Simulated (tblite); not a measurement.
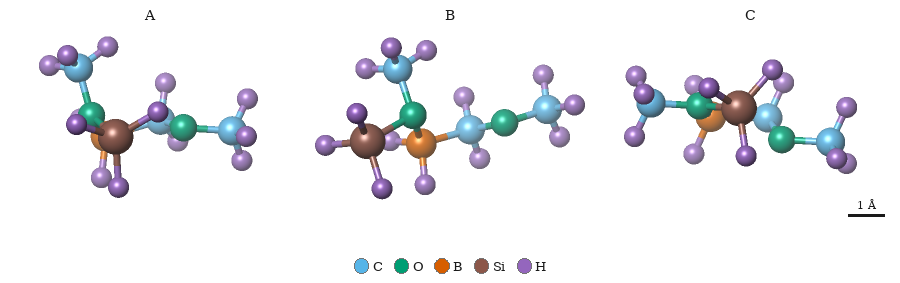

3 geometries from one relaxation of C3H13BO2Si, in shuffled order. The picture is a ball-and-stick view, seen at a tilt.

Computed with GFN2-xTB geometry optimisation, gas phase (tblite). 

### Order the frames from highest to lowest energy.

B, A, C. They are steps 0, 166, 293, at +1.184 eV, +0.205 eV relative to the last. The largest move after the best rigid fit is that of an H atom, 4.35 Å. Largest moves by element: H 4.35 Å, Si 2.26 Å, C 1.65 Å, B 1.21 Å, O 0.81 Å. Near-neighbour distances that change, for instance: O–Si 4.357 → 2.182 Å, B–O 1.499 → 1.577 Å, O–Si 1.736 → 1.680 Å, C–O 1.431 → 1.401 Å. Bond angles that change, for instance: H–Si–H 109.0° → 130.3°, B–O–Si 108.1° → 124.2°, C–O–Si 107.2° → 123.1°. Over 293 geometry steps the energy falls by 1.184 eV.
